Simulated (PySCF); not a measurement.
C$_{6}$H$_{8}$Si (Si(CCH)2Me2)

Input file:

```
{"job": {"kind": "uv", "xc": "PBE0", "basis": "def2-SVPD", "ip": true, "nstates": 10}, "charge": 0, "multiplicity": 1}
Si    -0.051983    -0.004670    -0.030550
C     -0.018541    -0.017768     1.811729
C     -0.027285    -0.028138     3.028818
H     -0.033324    -0.037404     4.104357
C      1.691886    -0.007634    -0.624420
C      2.836271    -0.008416    -1.038882
H      3.849328    -0.009161    -1.400385
C     -0.894999     1.556867    -0.623485
H     -0.865906     1.610949    -1.722423
H     -0.391398     2.447212    -0.219054
H     -1.946945     1.575089    -0.299355
C     -0.912513    -1.549565    -0.641357
H     -1.948460    -1.586163    -0.270602
H     -0.385569    -2.448341    -0.288503
H     -0.933332    -1.568967    -1.741889
```

Run with:

```sh
OMP_NUM_THREADS=1 python probes_run.py task.json out
```

Geometry: PBE0-D3(BJ)/def2-SVP.

All numbers below come from PBE0/def2-SVPD, SCF density, gas phase in PySCF 2.14.0.

What can the converged electron density and electron localisation function tell about the bonding?

Answer. C–C (1.22 Å): ρ is about 2.7 e/Å³ halfway; the ELF peaks at about 0.85 between the atoms; a short, multiple covalent bond.
C–Si (1.84 Å): ρ is about 0.95 e/Å³ halfway; the ELF peaks at about 0.95 between the atoms, as expected for a shared electron pair.
C–H (1.08 Å): ρ at the midpoint is about 2 e/Å³; the ELF climbs to about 1 towards the hydrogen, as it does in any bond to H: an ordinary covalent bond to hydrogen.

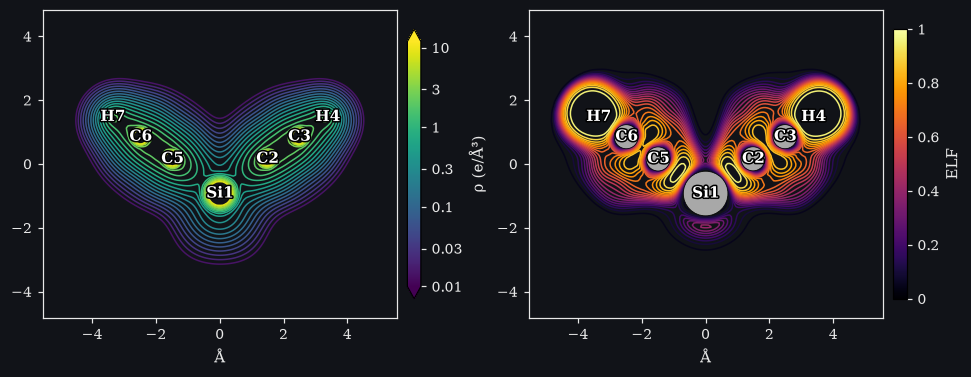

Computed electron density and electron localisation function on the plane of atoms C2, Si1 and C5, in this order. Grey discs cover the atomic cores in the ELF map. 
